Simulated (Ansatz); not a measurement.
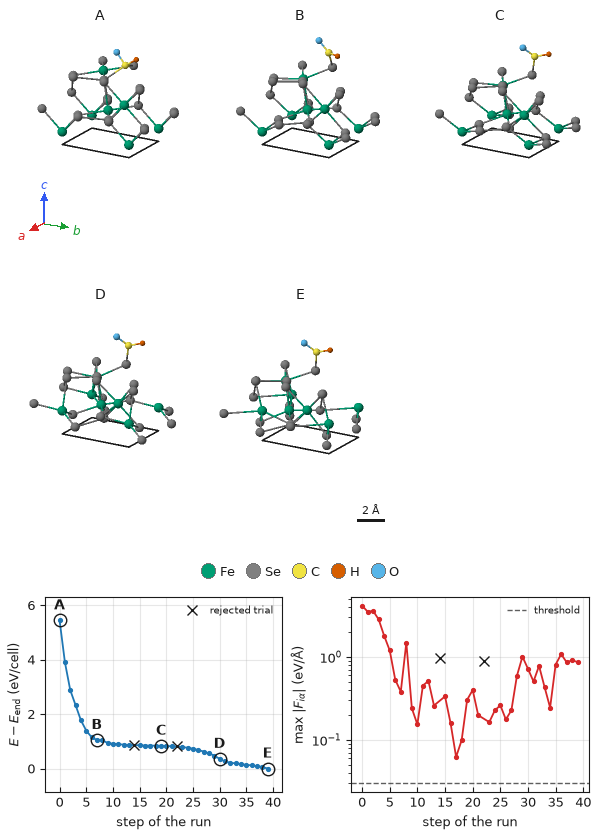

Frames of a constrained relaxation of a slab of composition Fe₄HCSe₈O, marked on the history of the run. Style: ball-and-stick. Shown: the cell of the calculation, outlined in the plane, without the vacuum, slightly off an axis.

It is HCO on FeSe2(111), set down by a guess. The run prepares an end point of a later path (dissociation) calculation, from a guessed geometry. 1 atoms are held fixed.

All numbers below come from DFT PBE, scalar-relativistic, plane waves, PAW in Ansatz. (plane-wave cutoff 420 eV; k-point mesh 3 × 2 × 1; occupations gaussian; smearing width 0.02 eV; collinear spin; atoms relaxed in a fixed cell; force threshold 0.03 eV/Å; at most 60 steps)

### Describe the path.

The run was cut off at its time limit before the relaxation converged, so the last structure is only a point on the way. After 37 accepted moves (39 points after the start) the energy has fallen by 5.441 eV per cell of the calculation. The largest force component goes from 4.2 to 0.87 eV/Å. The line search rejected the trial steps at points 14, 22 of the run. The atom that moves furthest is a Se atom (3.11 Å at 29° to the normal (−c side)). Largest moves by element: Se 3.11 Å, Fe 2.75 Å, H 1.38 Å, O 1.37 Å, C 1.19 Å. The lattice vectors keep their values. Some distances before and after: Fe–Se 4.289 → 2.346 Å, Fe–Fe 4.147 → 2.445 Å, Fe–Fe 4.147 → 2.486 Å, C–Se 2.716 → 4.100 Å. New bonds form, among them: Fe–Se (3.77 → 2.52 Å), Fe–Se (4.29 → 2.35 Å). Bonds break, among them: C–Se (2.01 → 3.28 Å). Bond angles that change, for instance: Fe–Se–Fe 122.3° → 56.1°, Fe–Se–Fe 122.3° → 61.4°, Fe–Se–Fe 122.3° → 175.9°. The program noted that the starting moments weren't kept. From step 0 to 7: the C atom moves most (1.01 Å), energy −4.392 eV per cell of the calculation. From step 7 to 19: the H atom moves most (1.24 Å), energy −0.211 eV per cell of the calculation. From step 19 to 30: a Se atom moves most (1.38 Å), energy −0.482 eV per cell of the calculation. From step 30 to 39: a Se atom moves most (1.23 Å), energy −0.356 eV per cell of the calculation.

Limits of the set-up: the periodic images lie only 6.0 Å apart, so the values are limited by the cell's size.
